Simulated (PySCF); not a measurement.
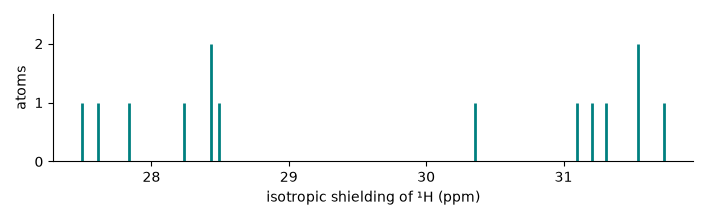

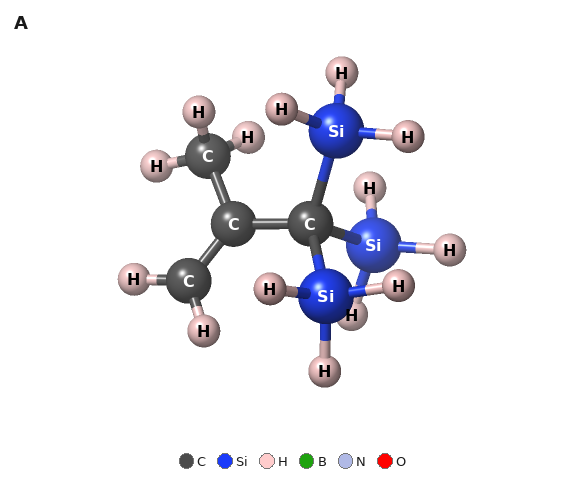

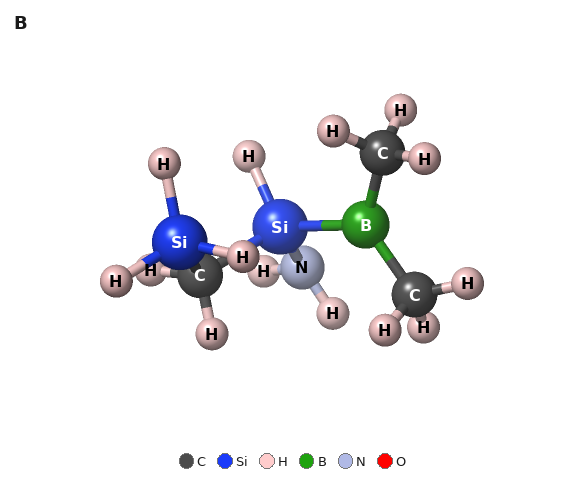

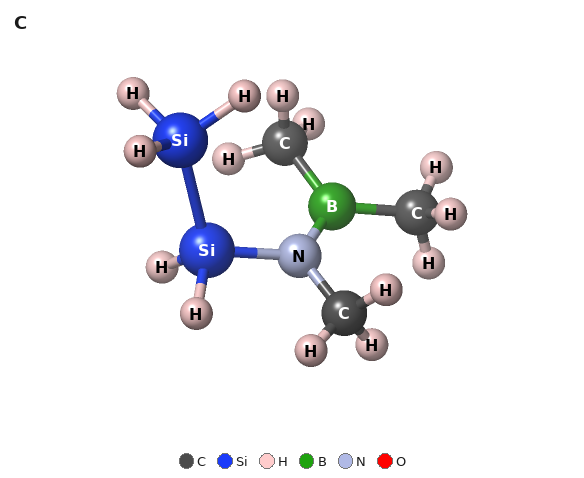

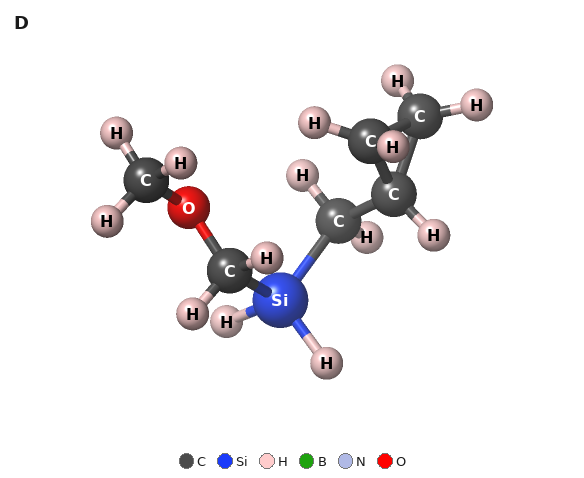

The sticks are computed shieldings of one of the molecules, for one fixed geometry (GFN2-xTB) without averaging over rotations. Low shielding means a high chemical shift. Method: GIAO PBE0/pcSseg-1 NMR shielding, non-relativistic, gas phase (PySCF 2.14.0).

Question: Match the spectrum to a structure.

Answer: D, `COC[SiH2]CC1CC1`. Its 14 H atoms give lines at 27.50, 27.61, 27.84, 28.23, 28.43 (2 atoms), 28.49, 30.35, 31.10, 31.21, 31.31, 31.54 (2 atoms), 31.73 ppm.

The geometry is semi-empirical. Around B, Si such bond lengths and angles can be off by a tenth of an ångström or more and by several degrees, and values that hang on the shape move with them.
